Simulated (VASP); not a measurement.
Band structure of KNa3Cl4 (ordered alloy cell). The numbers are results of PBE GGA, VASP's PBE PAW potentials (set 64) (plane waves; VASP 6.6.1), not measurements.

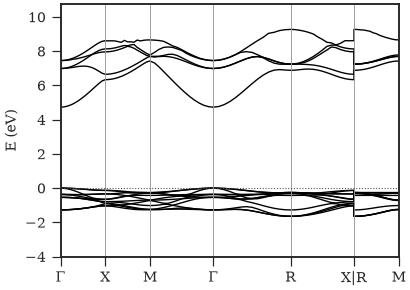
Bands along high-symmetry lines, zero at the valence-band maximum or, without a gap, the Fermi level

Task: Read the plot: is there a gap, and where are the band edges?

Result: The gap is direct, 4.73 eV, from the valence maximum at Γ to the conduction minimum at Γ. (Edges off the drawn lines would not show.)

The structure was generated: KNa3Cl4 was put into an ordered model structure (Pm-3m), which need not be its known phase. It was relaxed first, which changed the volume by +6 %.
